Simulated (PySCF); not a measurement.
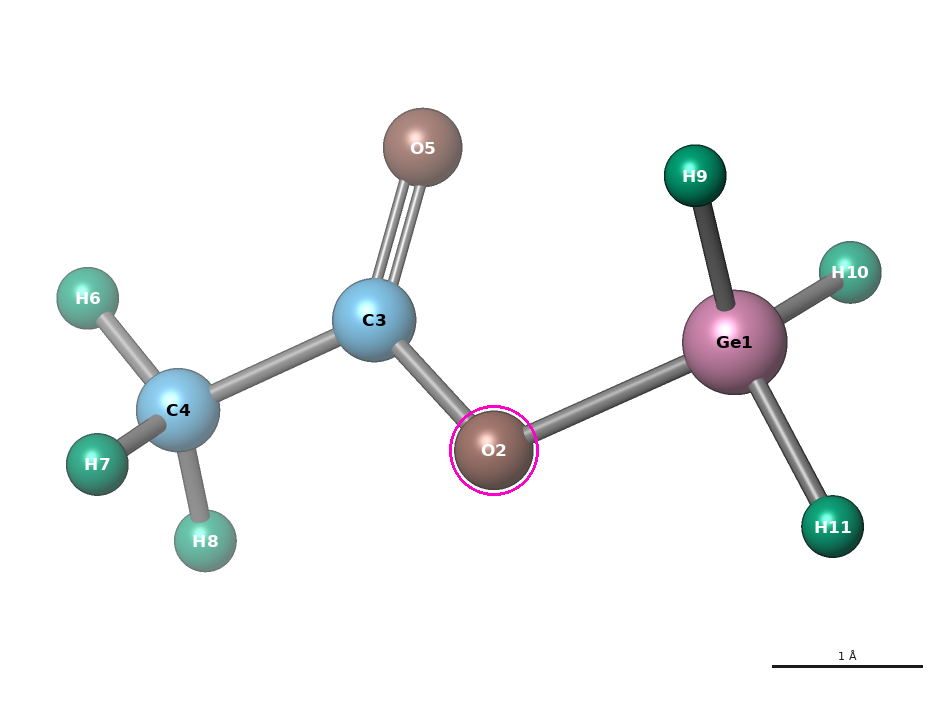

Orthographic view. Distant atoms are faded towards the background colour. The computed structure is the end point of a PBE0-D3(BJ)/def2-SVP optimisation. No frequency run is at hand to confirm it as a minimum.

### Which atoms are bonded to the circled atom?

The circled atom is O2; it is bonded to Ge1, C3.

### Which two atoms are farthest apart in space?

H6 and H11, 5.88 Å.

### Of C4 and H7, which is nearer the viewer?

H7; the bond to C4 points away from the viewer, so it looks shorter than its 1.10 Å.

### What is the shortest path along bonds from the circled atom to H6?

O2–C3–C4–H6, 3 bonds; through space the two are 3.29 Å apart.
